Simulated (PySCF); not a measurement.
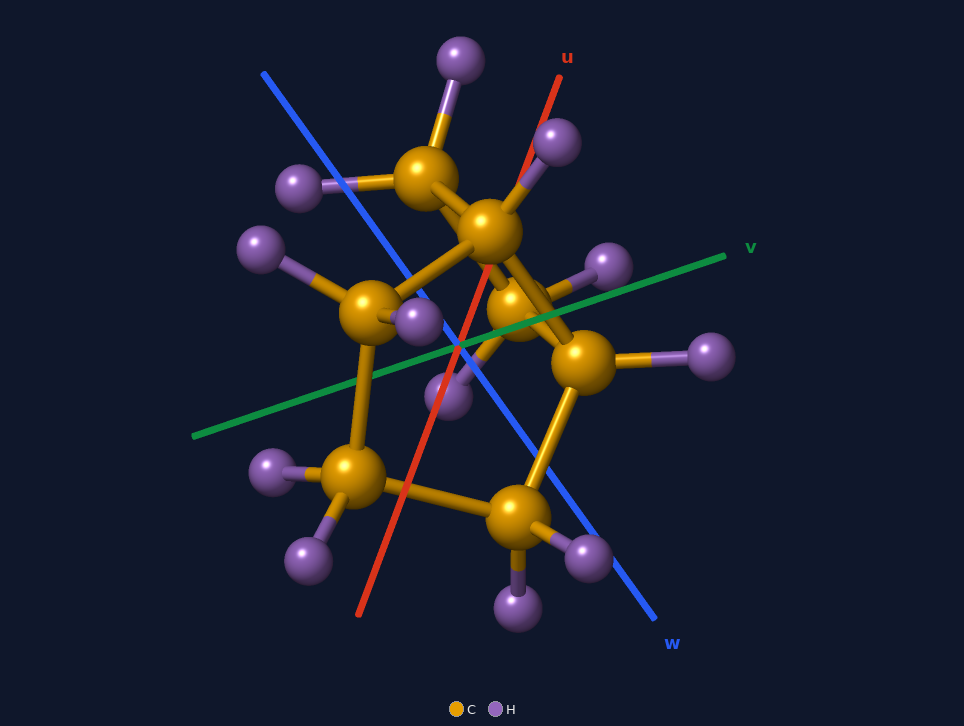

The lines u, v and w are the principal axes of the static dipole polarisability. Computed geometry: GFN2-xTB optimisation. No frequency run is at hand to confirm it as a minimum. Method: PBE0/def2-SVPD (PySCF 2.14.0).

> Along which axis is the molecule most polarisable, and along which least?

Most along u, least along v.

> Give the three principal values.

u 80.6, v 69.6, w 76.9 bohr³; mean 75.7, anisotropy 9.7 bohr³.
